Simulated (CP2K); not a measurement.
# SF4 (sulfur tetrafluoride): levels of theory compared

Aim: a comparison of 3 runs (HF/3-21G, AM1, GFN2-xTB) of SF4 (sulfur tetrafluoride). 

The calculation is run with CP2K 2026.2.

## Step 1: Starting point

SF4 has 5 atoms, charge 0, and is taken as a singlet. SMILES: `FS(F)(F)F`. One bond was lengthened or shortened from a relaxed shape.

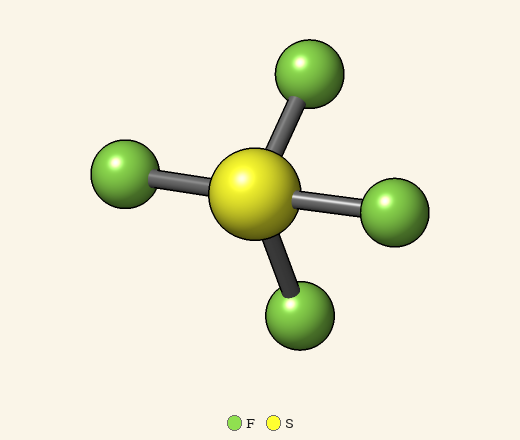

The structure, seen from a chosen angle (fluorine green, sulfur yellow).

## Step 2: A single-point energy at HF/3-21G (run 1)

Input file molecule.xyz:

```xyz
5

F     -0.611700    -0.450345     1.220825
S      0.013500    -0.579745    -0.194975
F      1.486200    -0.684345     0.539425
F     -1.490600    -0.299645    -0.810175
F      0.400600     1.124600    -0.563100
```

Input file calc.inp:

```
&GLOBAL
   PROJECT_NAME calc
   RUN_TYPE ENERGY
   PRINT_LEVEL MEDIUM
&END GLOBAL

&FORCE_EVAL
   METHOD Quickstep
   &DFT
      BASIS_SET_FILE_NAME ./3_21g.basis
      POTENTIAL_FILE_NAME POTENTIAL
      &QS
         METHOD GAPW
         EPS_DEFAULT 1.0E-10
      &END QS
      &MGRID
         CUTOFF 280
         REL_CUTOFF 50
         NGRIDS 4
      &END MGRID
      &POISSON
         PERIODIC NONE
         POISSON_SOLVER MULTIPOLE
      &END POISSON
      &SCF
         SCF_GUESS ATOMIC
         EPS_SCF 1.0E-07
         MAX_SCF 80
         ADDED_MOS 5
         &DIAGONALIZATION
            ALGORITHM STANDARD
         &END DIAGONALIZATION
         &MIXING
            METHOD DIRECT_P_MIXING
            ALPHA 0.4
         &END MIXING
      &END SCF
      &XC
         &XC_FUNCTIONAL NONE
         &END XC_FUNCTIONAL
         &HF
            FRACTION 1
            &SCREENING
               EPS_SCHWARZ 1.0E-10
            &END SCREENING
            &MEMORY
               MAX_MEMORY 1050
            &END MEMORY
         &END HF
      &END XC
      &PRINT
         &MOMENTS
            PERIODIC F
            REFERENCE COM
            MAX_MOMENT 1
         &END MOMENTS
         &MO ON
            ENERGIES T
            OCCUPATION_NUMBERS T
            NDIGITS 6
            &EACH
               QS_SCF 0
            &END EACH
            ADD_LAST NUMERIC
         &END MO
         &LOWDIN ON
         &END LOWDIN
         &HIRSHFELD OFF
         &END HIRSHFELD
      &END PRINT
   &END DFT
   &SUBSYS
      &CELL
         ABC 10 8.8 9
         PERIODIC NONE
      &END CELL
      &TOPOLOGY
         COORD_FILE_NAME molecule.xyz
         COORD_FILE_FORMAT XYZ
         &CENTER_COORDINATES
         &END CENTER_COORDINATES
      &END TOPOLOGY
      &KIND F
         BASIS_SET 3-21G
         POTENTIAL ALL
         LEBEDEV_GRID 194
         RADIAL_GRID 100
      &END KIND
      &KIND S
         BASIS_SET 3-21G
         POTENTIAL ALL
         LEBEDEV_GRID 194
         RADIAL_GRID 100
      &END KIND
   &END SUBSYS
&END FORCE_EVAL
```

Launch:

```
$ OMP_NUM_THREADS=1 cp2k.psmp -i calc.inp > calc.out 2>&1
```

Log:

```text
CP2K| version string:                                       CP2K version 2026.2
[...]
 GLOBAL| Method name                                                        CP2K
[...]
 GLOBAL| Run type                                                         ENERGY
[...]
 DFT| Spin restricted Kohn-Sham (RKS) calculation                            RKS
 DFT| Multiplicity                                                             1
[...]
 DFT| Charge                                                                   0
[...]
 QS| Method:                                                                GAPW
[...]
 QS| Density cutoff [a.u.]:                                                140.0
[...]
 QS| Relative density cutoff [a.u.]:                                        25.0
[...]
                             - Atoms:                                          5
[...]
                             - Spherical basis functions:                     49
[...]
 Number of electrons:                                                         52
[...]
     1 P_Mix/Diag. 0.40E+00    0.5     0.36931297      -791.3048568045 -7.91E+02
[...]
    20 DIIS/Diag.  0.18E-06    0.2     0.00000003      -790.9543838152 -2.27E-13
  *** SCF run converged in    20 steps ***
[...]
  Overlap energy of the core charge distribution:               0.00000003220933
  Self energy of the core charge distribution:               -590.19705086803276
  Core Hamiltonian energy:                                   -243.32152102756481
  Hartree energy:                                              85.12670235691577
  Exchange-correlation energy:                                  0.00000000000000
  Hartree-Fock Exchange energy:                               -65.31458476771624
[...]
                     Mulliken Population Analysis
 #  Atom  Element  Kind  Atomic population                           Net charge
       1     F        1          9.422183                             -0.422183
       2     S        2         14.149133                              1.850867
       3     F        1          9.526934                             -0.526934
       4     F        1          9.526895                             -0.526895
       5     F        1          9.374856                             -0.374856
 # Total charge                             52.000000                  0.000000
[...]
  Dipole moment [Debye]
    X=  0.6771980E-01 Y= -0.1807377E+01 Z= -0.6644780E+00  Total=      1.9268445
 ENERGY| Total FORCE_EVAL ( QS ) energy [hartree]           -790.954383815234110
[...]
```

Run time: 4.8 s. Hardware: 1 thread of Arm Neoverse V1, shared host; peak memory 0.44 GiB.

## Step 3: The energy at AM1 (run 2)

Input file calc.inp:

```
&GLOBAL
  PROJECT calc
  RUN_TYPE ENERGY
  PRINT_LEVEL MEDIUM
&END GLOBAL
&FORCE_EVAL
  METHOD QUICKSTEP
  &DFT
    &QS
      METHOD AM1
      EPS_DEFAULT 1.0E-10
      &SE
        &COULOMB
          CUTOFF [angstrom] 50
          RC_RANGE [angstrom] 0
        &END COULOMB
        &EXCHANGE
          CUTOFF [angstrom] 50
          RC_RANGE [angstrom] 0
        &END EXCHANGE
      &END SE
    &END QS
    &POISSON
      PERIODIC NONE
      POISSON_SOLVER ANALYTIC
    &END POISSON
    &SCF
      SCF_GUESS ATOMIC
      EPS_SCF 1.0E-06
      MAX_SCF 40
      &OT
        MINIMIZER DIIS
        PRECONDITIONER FULL_ALL
      &END OT
      &OUTER_SCF
        EPS_SCF 1.0E-06
        MAX_SCF 5
      &END OUTER_SCF
    &END SCF
    &PRINT
      &MOMENTS
        PERIODIC F
        REFERENCE COM
        MAX_MOMENT 1
      &END MOMENTS
      &MO_CUBES
        NLUMO 1
        NHOMO -1
        WRITE_CUBE F
      &END MO_CUBES
      &HIRSHFELD OFF
      &END HIRSHFELD
    &END PRINT
  &END DFT
  &SUBSYS
    &CELL
      ABC 11 9.8 10
      PERIODIC NONE
    &END CELL
    &COORD
      F     -0.611700    -0.450345     1.220825
      S      0.013500    -0.579745    -0.194975
      F      1.486200    -0.684345     0.539425
      F     -1.490600    -0.299645    -0.810175
      F      0.400600     1.124600    -0.563100
    &END COORD
    &TOPOLOGY
      &CENTER_COORDINATES
      &END CENTER_COORDINATES
    &END TOPOLOGY
  &END SUBSYS
&END FORCE_EVAL
```

Launch:

```
$ OMP_NUM_THREADS=1 cp2k.psmp -i calc.inp > calc.out 2>&1
```

Log:

```text
CP2K| version string:                                       CP2K version 2026.2
[...]
 GLOBAL| Method name                                                        CP2K
[...]
 GLOBAL| Run type                                                         ENERGY
[...]
                             - Atoms:                                          5
[...]
                             - Spherical basis functions:                     20
[...]
 Number of electrons:                                                         34
[...]
     1 OT DIIS     0.15E+00    0.0     0.25332099       -75.3809670333 -7.54E+01
[...]
     4 OT DIIS     0.15E+00    0.0     0.00000098       -78.4823410210 -1.20E-09
  *** SCF run converged in     4 steps ***
  Core-core repulsion energy [eV]:                           2878.58293457639866
  Core Hamiltonian energy [eV]:                             -3636.96252804157893
  Two-electron integral energy [eV]:                        -2754.46702803485960
  Electronic energy [eV]:                                   -5014.19604205900851
  Total energy [eV]:                                        -2135.61310748260985
  Atomic reference energy [eV]:                              2127.05049275008832
  Heat of formation [kcal/mol]:                              -197.45860225004608
[...]
 SE_DIPOLE| Moment [Debye]         -0.17619089       2.63328911       1.13838547
 SE_DIPOLE| Derivative [a.u.]       0.00000000       0.00000000       0.00000000
 *** WARNING in qs_scf_post_se.F:140 :: Printing of MO cube files not ***
 *** implemented for Semi-Empirical method.                           ***
 ENERGY| Total FORCE_EVAL ( QS ) energy [hartree]            -78.482341020964157
[...]
```

It took 0.56 s on 1 thread of Arm Neoverse V1, shared host.

## Step 4: The energy at GFN2-xTB (run 3)

Input file run.inp:

```
&global
  project run
  run_type ENERGY
  print_level MEDIUM
&end global

&force_eval
  method Quickstep
  &dft
    charge 0
    multiplicity 1
    &qs
      method XTB
      eps_default 1.0E-10
      &xtb
        gfn_type TBLITE
        &tblite
          method GFN2
        &end tblite
        check_atomic_charges F
      &end xtb
    &end qs
    &poisson
      periodic NONE
      poisson_solver ANALYTIC
    &end poisson
    &scf
      scf_guess ATOMIC
      eps_scf 1.0E-06
      max_scf 150
      added_mos 8
      &diagonalization
        algorithm STANDARD
      &end diagonalization
      &mixing
        method DIRECT_P_MIXING
        alpha 0.4
      &end mixing
    &end scf
    &print
      &moments
        periodic F
        reference COM
        max_moment 1
      &end moments
      &mo ON
        energies T
        occupation_numbers T
        ndigits 6
        &each
          qs_scf 0
        &end each
        add_last NUMERIC
      &end mo
      &hirshfeld OFF
      &end hirshfeld
    &end print
  &end dft
  &subsys
    &cell
      abc [angstrom] 15 13.8 14
      periodic NONE
    &end cell
    &coord
      F     -0.611700    -0.450345     1.220825
      S      0.013500    -0.579745    -0.194975
      F      1.486200    -0.684345     0.539425
      F     -1.490600    -0.299645    -0.810175
      F      0.400600     1.124600    -0.563100
    &end coord
    &topology
      &center_coordinates
      &end center_coordinates
    &end topology
  &end subsys
&end force_eval
```

Launch:

```
$ OMP_NUM_THREADS=1 cp2k.psmp run.inp > run.out
```

Log:

```text
CP2K| version string:                                       CP2K version 2026.2
[...]
 GLOBAL| Method name                                                        CP2K
[...]
 GLOBAL| Run type                                                         ENERGY
[...]
                             - Atoms:                                          5
[...]
                             - Spherical basis functions:                     25
[...]
 Number of electrons:                                                         34
[...]
  *** SCF run converged in    12 steps ***
[...]
  Fermi energy:                                                -0.28717769967162
[...]
 TB_DIPOLE| Moment [Debye]          0.29210305      -4.49971570      -1.92597657
 TB_DIPOLE| Derivative [a.u.]       0.00000000       0.00000000       0.00000000
[...]
 ENERGY| Total FORCE_EVAL ( QS ) energy [hartree]            -22.247923724114209
[...]
```

Wall time 0.24 s (1 thread of Arm Neoverse V1, shared host).

## Step 5: The series

| run | level | scheme | SCF convergence threshold | energy (Eh) | dipole moment (D) | HOMO energy (eV) | LUMO energy (eV) | wall time |
| --- | --- | --- | --- | --- | --- | --- | --- | --- |
| 1 | HF/3-21G | GAPW | 1e-07 | -790.954384 | 1.93 | -13.49 | 0.77 | 4.8 s |
| 2 | AM1 | – | 1e-06 | -78.482341 | 2.87 | – | – | 0.56 s |
| 3 | GFN2-xTB | – | 1e-06 | -22.247924 | 4.90 | -13.06 | -6.94 | 0.24 s |

## Step 6: What came out

| quantity | value |
| --- | --- |
| run 3: total energy | -22.24792 Eh |
| run 3: dipole moment (from atomic charges alone) | 4.90 D |
| run 3: HOMO energy | -13.06 eV |
| run 3: LUMO energy | -6.94 eV |
| run 3: HOMO–LUMO gap | 6.12 eV |

**Reading.** The dipole moment (its size) runs from 1.93 D (HF/3-21G) to 4.90 D (GFN2-xTB). The two ends differ in method and basis and Hamiltonian. Some of these are taken from atomic charges alone. Force-field and semi-empirical energies have zeros of their own, so their totals don't compare. All runs together took 5.6 s, the longest 4.8 s.
